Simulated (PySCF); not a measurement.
Consider C3H14Si3.

Input file:

```
{"job": {"kind": "uv", "xc": "CAM-B3LYP", "basis": "def2-SVPD", "nstates": 8, "ntriplets": 3}, "charge": 0, "multiplicity": 1}
C     -2.220085    -0.726410     1.247216
C     -2.299290    -0.798473    -0.271690
Si    -0.582929    -0.951565    -1.087478
Si     0.786136     0.802205    -0.397682
C      2.129938     1.080005    -1.724966
Si     1.841493     0.581423     1.664605
H     -1.654450     0.148881     1.563760
H     -1.727336    -1.610445     1.647042
H     -3.213614    -0.664920     1.689890
H     -2.922739    -1.647921    -0.554652
H     -2.807631     0.092651    -0.644044
H     -0.038789    -2.265098    -0.701599
H     -0.820903    -1.042478    -2.537799
H      0.001874     2.061927    -0.397201
H      2.796982     0.224811    -1.790529
H      2.738107     1.951153    -1.498874
H      1.696389     1.230448    -2.709250
H      1.021495    -0.169584     2.619883
H      3.113483    -0.140302     1.559767
H      2.156722     1.854373     2.320566
```

Run with:

```sh
OMP_NUM_THREADS=1 python probes_run.py task.json out
```

Geometry: GFN2-xTB.

Method: PySCF 2.14.0, CAM-B3LYP/def2-SVPD, SCF density, gas phase.

> What will maps of the electron density and electron localisation function show?

C–Si (1.91 Å): ρ at the midpoint is about 0.9 e/Å³; the ELF peaks at about 0.95 between the atoms: localised, covalent bonding.
Si–Si (2.33 Å): the density is about 0.67 e/Å³ at the midpoint; the ELF peaks at about 1 between the atoms (a shared electron pair).
C–H (1.09 Å): ρ is about 1.9 e/Å³ halfway; the ELF climbs to about 1 towards the hydrogen, as it does in any bond to H (an ordinary covalent bond to hydrogen).

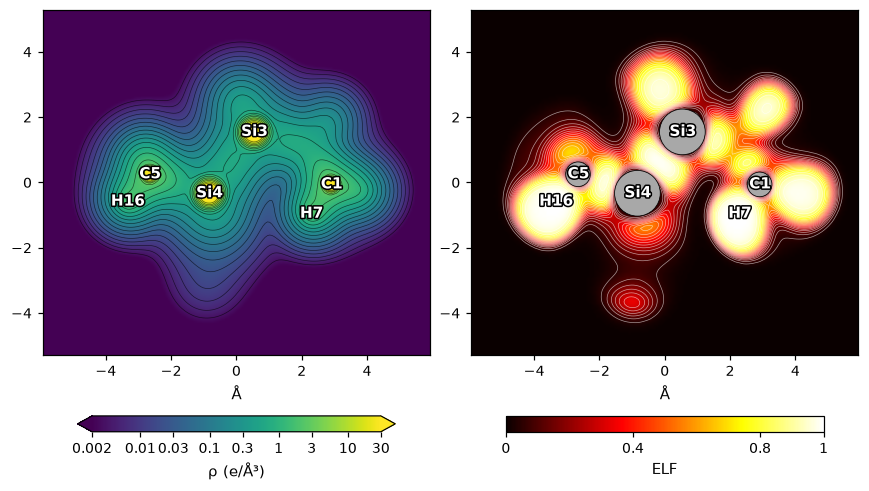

Computed electron density and electron localisation function on the plane of atoms Si3, Si4 and C5, in this order. Grey discs cover the atomic cores in the ELF map. 
